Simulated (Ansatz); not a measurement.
O: several calculations on one system

### Relaxation

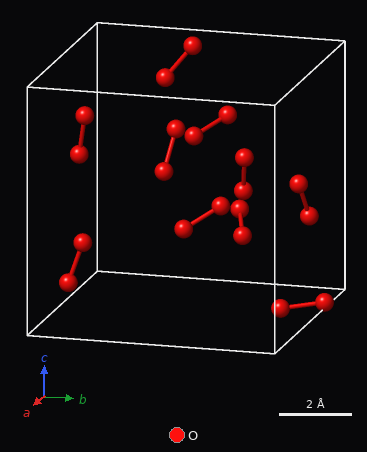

Starting structure of an amorphous cell of composition O. The picture is a ball-and-stick view of the cell of the calculation, seen slightly off an axis.

The cell holds 10 O2. The run prepares the start of a later molecular dynamics calculation, from a guessed geometry.

All numbers below come from Ansatz 0.2.0, DFT LDA, scalar-relativistic, plane waves, PAW.

Input
```yaml
accuracy: low
crystal:
  lattice:
    - [7.217652, 0.0, 0.0]
    - [0.0, 7.217652, 0.0]
    - [0.0, 0.0, 7.217652]
  atoms:
    - { symbol: O, position: [0.5438386, 0.6529592, 0.4510906], spin: 1.0 }
    - { symbol: O, position: [0.6345955, 0.528747, 0.3727687], spin: 1.0 }
    - { symbol: O, position: [0.5961367, 0.6955814, 0.8344925], spin: 1.0 }
    - { symbol: O, position: [0.7233335, 0.5951095, 0.7751108], spin: 1.0 }
    - { symbol: O, position: [0.3689023, 0.489868, 1.038614], spin: 1.0 }
    - { symbol: O, position: [0.3780001, 0.3812866, 0.9047217], spin: 1.0 }
    - { symbol: O, position: [0.3312346, 0.9073384, 0.5034025], spin: 1.0 }
    - { symbol: O, position: [0.2471028, 0.9263559, 0.35387], spin: 1.0 }
    - { symbol: O, position: [0.7311983, 0.148627, 0.3149809], spin: 1.0 }
    - { symbol: O, position: [0.7390505, 0.0925619, 0.1519016], spin: 1.0 }
    - { symbol: O, position: [0.8608806, 0.8339132, 0.6081165], spin: 1.0 }
    - { symbol: O, position: [0.9345587, 0.8592711, 0.7621565], spin: 1.0 }
    - { symbol: O, position: [0.8426046, 0.1882849, 0.8581924], spin: 1.0 }
    - { symbol: O, position: [0.8099791, 0.1566636, 0.6916527], spin: 1.0 }
    - { symbol: O, position: [0.1515244, 0.3119168, 0.4634076], spin: 1.0 }
    - { symbol: O, position: [0.0784035, 0.3395675, 0.6173186], spin: 1.0 }
    - { symbol: O, position: [0.3463238, 0.8380811, 0.0016723], spin: 1.0 }
    - { symbol: O, position: [0.2934695, 1.0008644, 0.0242068], spin: 1.0 }
    - { symbol: O, position: [-0.022828, 0.5685873, 0.2860401], spin: 1.0 }
    - { symbol: O, position: [0.12799, 0.6227085, 0.2218167], spin: 1.0 }
magnetization:
  spin_polarized: true
basis:
  ecutwfc: 420.0
kpoints:
  mp_grid: { grid: [1, 1, 1] }
hamiltonian:
  xc: lda
scf:
  occupations: { method: fermi_dirac, width: 0.05 }
  lower_state_search: "off"
relax:
  f_tol: 0.3
  max_steps: 15
  adjacent_minimum: "off"
```

Run as
```bash
ansatz run input.yaml --threads 1 --pin off --max-ram 3072MiB --backend cpu --events-out ev --progress --plain --runs-dir out
```

### Where does the relaxation end?

O10 moves most: 1.27 Å roughly along [0 −2 1]. The cell doesn't change. Some distances before and after: O11–O12 1.246 → 1.200 Å. After 11 accepted moves (14 points after the start) the energy has fallen by 92.4 meV per atom. The largest force component goes from 3.1 to 0.013 eV/Å. The line search rejected the trial step at point 10 of the run. 2 steps only repeated the SCF at the same geometry. The forces were under the threshold at step 5, but the run went on from there.

The structure at the end:

```
O
1.0
     7.21765    0.00000    0.00000
     0.00000    7.21765    0.00000
     0.00000    0.00000    7.21765
O
20
Direct
  0.51750 0.59172 0.47113
  0.55765 0.44999 0.39390
  0.68319 0.69852 0.89088
  0.76236 0.57597 0.81117
  0.32040 0.43886 0.01399
  0.38933 0.40743 0.86581
  0.37233 0.97777 0.53548
  0.34789 0.01006 0.37411
  0.74165 0.09303 0.28857
  0.71902 0.93784 0.23305
  0.99193 0.85391 0.55860
  0.00262 0.89174 0.72018
  0.73213 0.16732 0.87771
  0.70552 0.16753 0.71352
  0.16689 0.35429 0.49900
  0.06982 0.43103 0.61010
  0.32613 0.84610 0.98517
  0.36056 0.00689 0.95946
  0.91091 0.56782 0.23154
  0.03846 0.67046 0.20217
```

After the run, drawn alike:

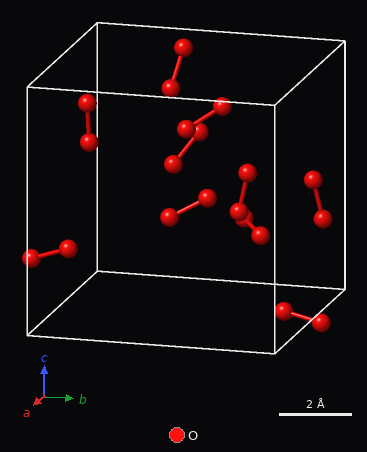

Limits of the set-up: the program's low-accuracy preset was used; the periodic images lie only 7.2 Å apart, so the values are limited by the cell's size.

### Dynamics

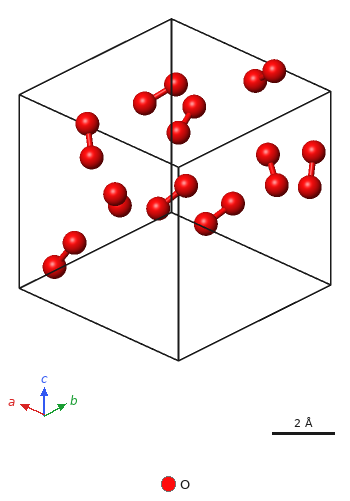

Starting frame of a dynamics run of a periodic cell with 10 O2 at 1.413 g/cm³. Style: ball-and-stick. Shown: the simulation cell, from a free direction.

Theory: DFT LDA, scalar-relativistic, plane waves, PAW in Ansatz.

Input
```yaml
accuracy: low
crystal:
  lattice:
    - [7.217652, 0.0, 0.0]
    - [0.0, 7.217652, 0.0]
    - [0.0, 0.0, 7.217652]
  atoms:
    - { symbol: O, position: [0.5175034, 0.59172417, 0.47113211], spin: 0.54 }
    - { symbol: O, position: [0.55764658, 0.44998651, 0.39389654], spin: 0.55 }
    - { symbol: O, position: [0.68318522, 0.69852363, 0.89088498], spin: 0.54 }
    - { symbol: O, position: [0.76236125, 0.57596758, 0.81116992], spin: 0.54 }
    - { symbol: O, position: [0.32039964, 0.43886122, 1.01398543], spin: 0.55 }
    - { symbol: O, position: [0.38932583, 0.4074325, 0.86581063], spin: 0.54 }
    - { symbol: O, position: [0.37232548, 0.97777085, 0.5354824], spin: 0.54 }
    - { symbol: O, position: [0.34789501, 1.01006411, 0.37410781], spin: 0.55 }
    - { symbol: O, position: [0.74164936, 0.09303176, 0.28857331], spin: 0.54 }
    - { symbol: O, position: [0.71902094, -0.06215787, 0.2330486], spin: 0.54 }
    - { symbol: O, position: [0.99193372, 0.85391492, 0.5585971], spin: 0.54 }
    - { symbol: O, position: [1.00262431, 0.89173758, 0.72018092], spin: 0.54 }
    - { symbol: O, position: [0.73212606, 0.1673159, 0.87770602], spin: 0.55 }
    - { symbol: O, position: [0.70551835, 0.16752595, 0.71351942], spin: 0.54 }
    - { symbol: O, position: [0.16689498, 0.3542892, 0.49899952], spin: 0.54 }
    - { symbol: O, position: [0.06982426, 0.43102744, 0.61009572], spin: 0.54 }
    - { symbol: O, position: [0.32613169, 0.8461034, -0.01482878], spin: 0.55 }
    - { symbol: O, position: [0.36056404, 1.00689087, -0.04053763], spin: 0.54 }
    - { symbol: O, position: [-0.08909134, 0.56782121, 0.23154414], spin: 0.54 }
    - { symbol: O, position: [0.03846032, 0.67046237, 0.20216535], spin: 0.55 }
magnetization:
  spin_polarized: true
basis:
  ecutwfc: 420.0
kpoints:
  mp_grid: { grid: [1, 1, 1] }
hamiltonian:
  xc: lda
scf:
  occupations: { method: fermi_dirac, width: 0.05 }
  lower_state_search: "off"
md:
  timestep: 1
  n_steps: 270
  ensemble: nvt_langevin
  temperature: 400.0
  initial_velocities: maxwell_boltzmann
  seed: 711092
  friction: 0.02
```

Launched with:
```bash
ansatz run input.yaml --threads 1 --pin off --max-ram 3072MiB --backend cpu --events-out ev --progress --plain --runs-dir out
```

### What does the trajectory do?

The mean temperature in the second half is 428 K (standard deviation 56 K). The potential energy is still drifting at the end, so the run hasn't reached equilibrium. The potential energy in the second half lies on average 28.9 meV per atom above the first frame. Root-mean-square distances from the starting positions over the second half, with the common drift of all atoms taken out: O 0.58 Å. The heavy atoms stay within a fraction of a molecule's size of their starting places; so short a run doesn't tell a liquid from a solid.

Along the run (each row but the first and the last is the mean over the interval that it begins):

| time (fs) | potential energy (meV/atom) | T (K) |
| --- | --- | --- |
| 0.0 | 0.0 | 380 |
| 45.0 | 21.8 | 290 |
| 90.0 | 28.8 | 389 |
| 135.0 | 20.4 | 395 |
| 180.0 | 29.2 | 476 |
| 225.0 | 36.8 | 415 |
| 270.0 | 38.7 | 359 |

The paths of the atoms:

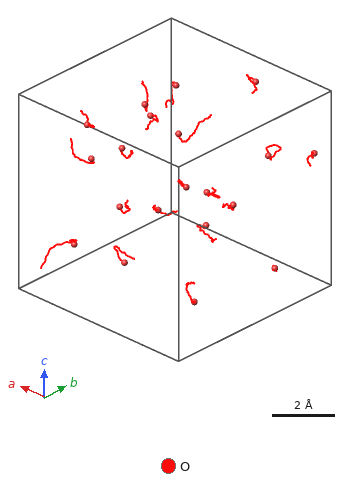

Limits of the set-up: the program's low-accuracy preset was used; the periodic images lie only 7.2 Å apart, so the values are limited by the cell's size.

### Dynamics

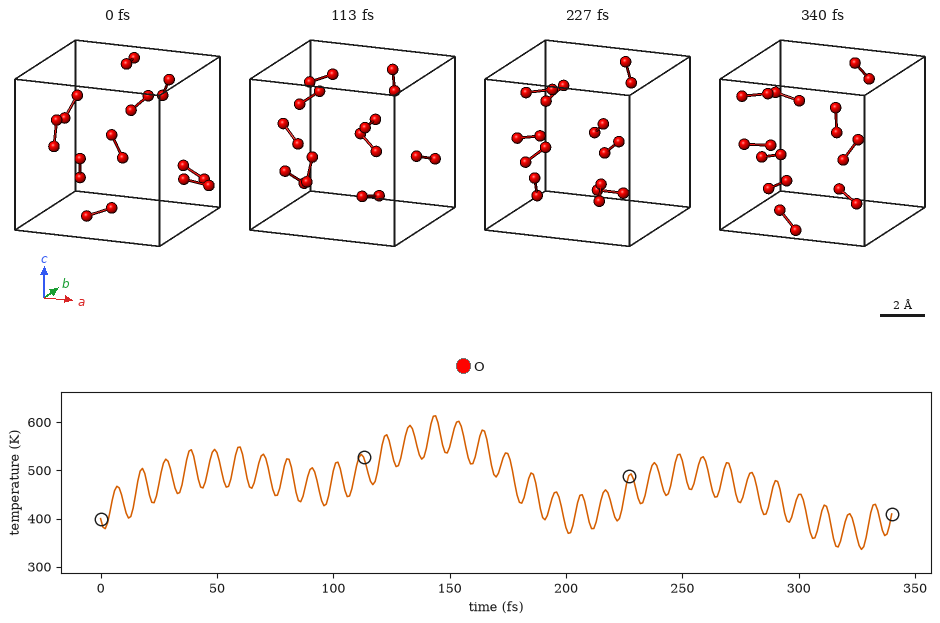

Molecular dynamics of a periodic cell with 10 O2 at 1.413 g/cm³, 340 fs long. It starts from the last geometry of an earlier run, with fresh velocities. Frames and the history of the run. Style: ball-and-stick. Shown: the simulation cell, slightly off an axis. Atoms that leave the cell re-enter on the other side.

These are results of Ansatz 0.2.0, DFT LDA, scalar-relativistic, plane waves, PAW, not measurements. Run with plane-wave cutoff 420 eV; k-point mesh 1 × 1 × 1; Fermi-Dirac smearing 0.05 eV; spin collinear; low-accuracy preset; constant energy (NVE); velocities drawn for 400 K; time step 1 fs.

> What happens in this trajectory?

Root-mean-square distances from the starting positions over the second half, with the common drift of all atoms taken out: O 1.61 Å. The molecules turn and drift from their places. Over the second half the temperature averages 441 K (spread ±48 K). The potential energy in the second half lies on average 5.0 meV per atom below the first frame.

Limits of the set-up: the program's low-accuracy preset was used; the periodic images lie only 7.2 Å apart, so the values are limited by the cell's size.

The run took 20 min on 1 thread of Intel(R) Xeon(R) Platinum 8259CL CPU @ 2.50GHz (Skylake/Cascade Lake), with other jobs on the host, peak memory 0.49 GiB.
